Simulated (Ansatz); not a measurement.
The calculation's input:

```
crystal:
  periodic: [false, false, false]
  atoms:
    - { symbol: Al, position_ang: [0.03358, 0.666771, -0.568138] }
    - { symbol: F, position_ang: [0.104763, 0.601571, 2.316769] }
    - { symbol: O, position_ang: [1.220952, -0.505405, -0.864743] }
    - { symbol: Si, position_ang: [2.425575, -1.529627, -1.34078] }
    - { symbol: H, position_ang: [1.846599, -2.752201, -1.975026] }
    - { symbol: H, position_ang: [3.319168, -0.84624, -2.325102] }
    - { symbol: H, position_ang: [3.263595, -1.920792, -0.167675] }
    - { symbol: Cl, position_ang: [-1.988883, 0.061451, -0.45005] }
    - { symbol: F, position_ang: [-0.329149, -0.477027, 2.879644] }
magnetization:
  spin_polarized: true
  initial_magnetization: 1
basis:
  gaussian: { orbitals: def2-SVP }
hamiltonian:
  xc: pbe0
  dispersion: d4
relax:
  f_tol: 0.03
  max_steps: 50
output:
  orbitals: {}
```

Launched as:

```sh
ansatz run input.yaml --threads 4 --pin off --max-ram 5120MiB --backend cpu --events-out ev --progress --plain --runs-dir out
```

The fields are those of the run's last geometry, not of the input's.

Theory: Ansatz 0.2.0, UKS PBE0-D4/def2-SVP.

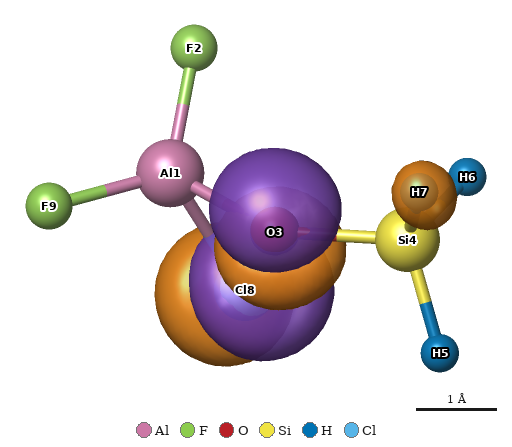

AlClF₂H₃OSi (doublet). The LUMO (β) at ±0.15 Å⁻³ᐟ² (orange and purple are the two phases), seen at a tilt.

What is the character of this orbital?

Answer. By Hirshfeld shares it lies mainly on Cl8 (about 45 %) and O3 (about 45 %). Its energy is −6.22 eV.
